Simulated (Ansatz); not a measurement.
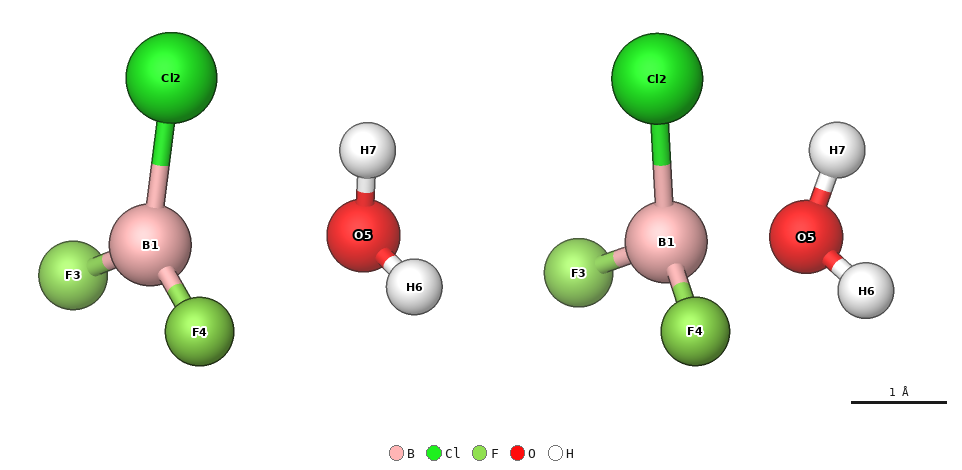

Two geometries of BH2OClF2, drawn at one scale. One is the start of a relaxation, the other its converged end. A ball-and-stick model, seen from a free direction.

Method: RKS r2SCAN-D4/def2-SVP (Ansatz). (no spin polarisation; force threshold 0.03 eV/Å; at most 50 steps)

Which of the two is the end point?

Answer. The right one is the relaxed one. The run prepares an end point of a later path (reaction) calculation, from a guessed geometry. The energy falls by 0.360 eV in 7 geometry steps. The largest force component goes from 1.1 to 0.01 eV/Å. The largest move after the best rigid fit is that of O5, 0.47 Å. Largest moves by element: O 0.47 Å, B 0.41 Å, H 0.33 Å, F 0.28 Å, Cl 0.06 Å. Near-neighbour distances that change, for instance: B1–O5 2.597 → 1.727 Å, B1–F4 1.315 → 1.354 Å, B1–F3 1.308 → 1.337 Å, O5–H7 0.985 → 0.974 Å. Among the angles between lasting bonds that change: F3–B1–F4 121.4° → 116.9°, Cl2–B1–F3 119.5° → 115.5°, H6–O5–H7 103.1° → 106.6°.

Limits of the set-up: the start holds two separate molecules, 2.6 Å apart at their closest, whose relative position is a soft coordinate.
